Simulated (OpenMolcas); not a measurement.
Run report: Cd⁺, multiconfigurational calculation

Cd⁺. Computed at this level: state-averaged CASSCF, active space 1 electron in the shells 5s 5p, basis ANO-R3, X2C scalar Hamiltonian, spin-orbit coupling by RASSI with atomic mean-field integrals (OpenMolcas).

### Output (extracts)
```
--- SEWARD ---
Basis set label: CD.ANO-R...8S6P5D3F2G1H.

      Electronic valence basis set:
      ------------------
      Associated Effective Charge  48.000000 au
      Associated Actual Charge     48.000000 au
      Nuclear Model: Finite nucleus - Gaussian distribution
        Gaussian exponent, Xi/bohr**(-2):  1.96486E+08

      Shell  nPrim  nBasis  Cartesian Spherical Contaminant
         s      23       8        X
         p      16       6        X
         d      12       5                 X
         f       6       3                 X
         g       5       2                 X
         h       3       1                 X
                  Relativistic X2C integrals
                  Atomic mean-field integrals
--- RASSCF ---
Wave function specifications:
      -----------------------------

      Number of closed shell electrons          46
      Number of electrons in active shells       1
      Max number of holes in RAS1 space          0
      Max nr of electrons in RAS3 space          0
      Number of inactive orbitals               23
      Number of active orbitals                  4
      Number of secondary orbitals              74
      Spin quantum number                      0.5
      State symmetry                             1
Orbital specifications:
      -----------------------

      Symmetry species                           1   2
                                                ag  au
      Frozen orbitals                            0   0
      Inactive orbitals                         14   9
      Active orbitals                            1   3
      RAS1 orbitals                              0   0
      RAS2 orbitals                              1   3
      RAS3 orbitals                              0   0
      Secondary orbitals                        36  38
      Deleted orbitals                           0   0
      Number of basis functions                 51  50
      Number of CSFs                             1
      Number of root(s) required                 1
      Iter CI   SX   CI       RASSCF       Energy    max ROT     max BLB   max BLB  Level Ln srch  Step   QN
          iter iter root      energy       change     param      element    value   shift minimum  type update
 Nr of preliminary CI iterations:   1
 ###############################################################################
 ###############################################################################
 ###                                                                         ###
 ###                                                                         ###
 ###    WARNING: Problems in orbital optimization.                           ###
 ###                                                                         ###
 ###                                                                         ###
 ###############################################################################
 ###############################################################################
  Warning: In symmetry  2, orbital p=  10 has diagonal density matrix element D(p,p) close to zero. D(p,p)=  0.000000E+00
  Warning: In symmetry  2, orbital p=  11 has diagonal density matrix element D(p,p) close to zero. D(p,p)=  0.000000E+00
        ...
  Warning: In symmetry  2, orbital p=  10 has diagonal density matrix element D(p,p) close to zero. D(p,p)=  0.000000E+00
  Warning: In symmetry  2, orbital p=  11 has diagonal density matrix element D(p,p) close to zero. D(p,p)=  0.000000E+00
  Warning: In symmetry  2, orbital p=  12 has diagonal density matrix element D(p,p) close to zero. D(p,p)=  0.000000E+00
        4   1    2    1  -591.11760399    9.09E-13   4.06E-08   15  18 1 -1.55E-07   0.50   0.00    SX    NO
      Convergence after  4 iterations
        5   1    2    1  -591.11760399   -1.18E-11   4.06E-08   15  18 1 -8.58E-08   0.50   0.00    SX    NO
      Natural orbitals and occupation numbers for root  1
      sym 1:   1.000000
      sym 2:   0.000000   0.000000   0.000000
::    RASSCF root number  1 Total energy:  -5591.11760399
--- RASSCF ---
Wave function specifications:
      -----------------------------

      Number of closed shell electrons          46
      Number of electrons in active shells       1
      Max number of holes in RAS1 space          0
      Max nr of electrons in RAS3 space          0
      Number of inactive orbitals               23
      Number of active orbitals                  4
      Number of secondary orbitals              74
      Spin quantum number                      0.5
      State symmetry                             2
Orbital specifications:
      -----------------------

      Symmetry species                           1   2
                                                ag  au
      Frozen orbitals                            0   0
      Inactive orbitals                         14   9
      Active orbitals                            1   3
      RAS1 orbitals                              0   0
      RAS2 orbitals                              1   3
      RAS3 orbitals                              0   0
      Secondary orbitals                        36  38
      Deleted orbitals                           0   0
      Number of basis functions                 51  50
      Number of CSFs                             3
      Number of root(s) required                 3
      Iter CI   SX   CI       RASSCF       Energy    max ROT     max BLB   max BLB  Level Ln srch  Step   QN
          iter iter root      energy       change     param      element    value   shift minimum  type update
 Nr of preliminary CI iterations:   1
 ###############################################################################
 ###############################################################################
 ###                                                                         ###
 ###                                                                         ###
 ###    WARNING: Problems in orbital optimization.                           ###
 ###                                                                         ###
 ###                                                                         ###
 ###############################################################################
 ###############################################################################
  Warning: In symmetry  1, orbital p=  15 has diagonal density matrix element D(p,p) close to zero. D(p,p)=  0.000000E+00
      Total energies have been shifted. Add                -5000.00 au
        ...
 ###############################################################################
 ###############################################################################
  Warning: In symmetry  1, orbital p=  15 has diagonal density matrix element D(p,p) close to zero. D(p,p)=  0.000000E+00
        4   1    2    0  -590.85769511   -2.73E-12  -2.54E-08   10  32 1  2.46E-07   0.50   0.00    SX    NO
      Convergence after  4 iterations
        5   1    2    0  -590.85769511    9.09E-13  -2.54E-08   10  27 1  1.87E-07   0.50   0.00    SX    NO
      Natural orbitals and occupation numbers for root  1
      sym 1:   0.000000
      sym 2:   1.000000  -0.000000   0.000000
      Natural orbitals and occupation numbers for root  2
      sym 1:   0.000000
      sym 2:  -0.000000   1.000000   0.000000
      Natural orbitals and occupation numbers for root  3
      sym 1:   0.000000
      sym 2:   0.000000   0.000000   1.000000
::    RASSCF root number  1 Total energy:  -5590.85769511
::    RASSCF root number  2 Total energy:  -5590.85769511
::    RASSCF root number  3 Total energy:  -5590.85769511
--- RASSI ---
SPIN-FREE ENERGIES:
  (Shifted by EMIN (a.u.) =      -5591.1176039914)

 SF State       Relative EMIN(au)   Rel lowest level(eV)    D:o, cm**(-1)      L_eff

     1             0.0000000000        0.0000000000              0.0000         0.0
     2             0.2599088786        7.0724808846          57043.4053         1.0
     3             0.2599088786        7.0724808846          57043.4053         1.0
     4             0.2599088786        7.0724808846          57043.4053         1.0
     Dipole printing threshold changed to   1.00000000E+00

++ Dipole transition strengths (spin-free states):
   -----------------------------------------------
     for osc. strength at least  1.00000000E+00

  ( Max oscillator strength is only   0.40812903221518593      )
--
Eigenvalues of complex Hamiltonian:
   -----------------------------------
  (Shifted by EMIN (a.u.) =      -5591.1176039914)

 SO State       Relative EMIN(au)   Rel lowest level(eV)    D:o, cm**(-1)     J-value

     1             0.0000000000        0.0000000000              0.0000         0.4
     2             0.0000000000        0.0000000000              0.0000         0.4
     3             0.2494773412        6.7886242904          54753.9475         0.4
     4             0.2494773412        6.7886242904          54753.9475         0.4
     5             0.2651246473        7.2144091818          58188.1342         1.4
     6             0.2651246473        7.2144091818          58188.1342         1.4
     7             0.2651246473        7.2144091818          58188.1342         0.8
     8             0.2651246473        7.2144091818          58188.1342         0.8
Weights of the five most important spin-orbit-free states for each spin-orbit state.

 SO State  Total energy (au)           Spin-free states, spin, and weights
 -------------------------------------------------------------------------------------------------------
    1         0.000000       1 0.5  1.0000    4 0.5  0.0000    3 0.5  0.0000    2 0.5  0.0000
    2         0.000000       1 0.5  1.0000    4 0.5  0.0000    3 0.5  0.0000    2 0.5  0.0000
    3         0.249477       3 0.5  0.3333    2 0.5  0.3333    4 0.5  0.3333    1 0.5  0.0000
    4         0.249477       3 0.5  0.3333    2 0.5  0.3333    4 0.5  0.3333    1 0.5  0.0000
    5         0.265125       4 0.5  0.6667    3 0.5  0.1667    2 0.5  0.1667    1 0.5  0.0000
    6         0.265125       4 0.5  0.6667    3 0.5  0.1667    2 0.5  0.1667    1 0.5  0.0000
    7         0.265125       3 0.5  0.5000    2 0.5  0.5000    4 0.5  0.0000    1 0.5  0.0000
    8         0.265125       3 0.5  0.5000    2 0.5  0.5000    4 0.5  0.0000    1 0.5  0.0000
 -------------------------------------------------------------------------------------------------------
```

### Spin-orbit levels, grouped by J and assigned

```csv
Configuration,Level,E (cm⁻¹),LS purity (%),Landé g
5s,²S₁/₂,0,100,2.002
5p,²P°₁/₂,"54,750",100,0.666
5p,²P°₃/₂,"58,190",100,1.334
```

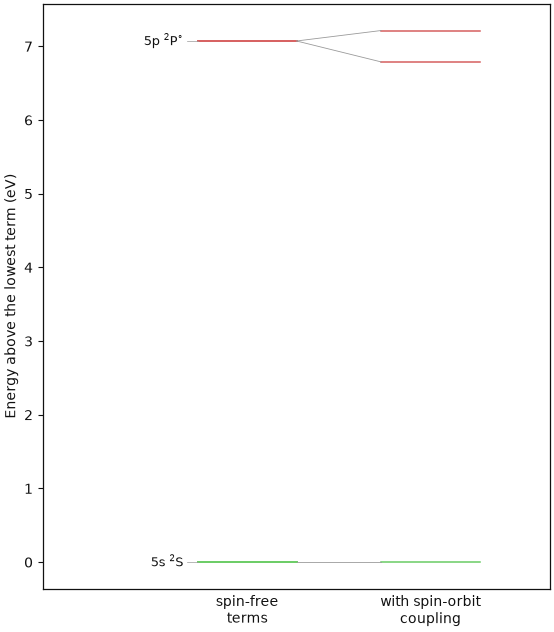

Fig. 1: Terms of Cd⁺ without and with spin-orbit coupling; the J values are left off. 5s ²S (at 0) gives the one level J = 1/2; 5p ²P° (at 7.07 eV) splits over 0.426 eV into J = 1/2, 3/2 from the bottom up (normal). The ground level lies 0 below the lowest term.

### Input file
```
&GATEWAY
Coord
1

Cd 0.0 0.0 0.0
Basis=ANO-R3
Group=XYZ
NoMove
AngMom=0.0 0.0 0.0
AMFI
&SEWARD
&RASSCF
FileOrb=start.orb
Symmetry=1
Spin=2
nActEl=1 0 0
Inactive=14 9
Ras2=1 3
CIRoot=1 1 1
SDav=1
CIMx=300
Iter=120 100
PrWF=0.3
OrbListing=Nothing
MaxOrb=0
Atom
>>> COPY $Project.JobIph JOB001
&RASSCF
FileOrb=start.orb
Symmetry=2
Spin=2
nActEl=1 0 0
Inactive=14 9
Ras2=1 3
CIRoot=3 3 1
SDav=3
CIMx=300
Iter=120 100
PrWF=0.3
OrbListing=Nothing
MaxOrb=0
Atom
>>> COPY $Project.JobIph JOB002
&RASSI
NrOfJobIphs=2 1 3
1
1 2 3
IphNames
JOB001
JOB002
EJob
SpinOrbit
DIPRint=1.0
SOCoupling=1000.0
Subsets=2
MEES
Property=10
'ANGMOM' 1 'ANGMOM' 2 'ANGMOM' 3 'MLTPL  1' 1 'MLTPL  1' 2 'MLTPL  1' 3
'AMFI' 1 'AMFI' 2 'AMFI' 3 'MLTPL  2' 6
SOProperty=3
'ANGMOM' 1 'ANGMOM' 2 'ANGMOM' 3
```

The file start.orb holds starting orbitals from an earlier step. A driver script formed the levels outside the program, from RASSI's spin-orbit matrix and the active-space energies, averaged over the components of each term or state.

Launched with:
```bash
OMP_NUM_THREADS=1 MOLCAS_MEM=2252 MOLCAS_PROJECT=a pymolcas a.inp > a.log  # once for each step of the input, in one work folder
```

### Summary

- outcome: converged
- lowest level: 5s ²S₁/₂
- first excited level: 5p ²P°₁/₂, 54,754 cm⁻¹ (measured: 44,136)
- energy of the lowest spin-free term: −5591.11760 hartree
- energy of the lowest spin-orbit level: −5591.11760 hartree
- largest spread among components of a term: 0.0 cm⁻¹
- hardware: 1 thread of Arm Neoverse V1, 24 GiB of memory available, shared host
- wall time: 12 s

### Remarks

Against measured levels the run misses widely: 5p1 2P* J = 3/2 comes out at 58,188 cm⁻¹ where 46,619 cm⁻¹ is measured.
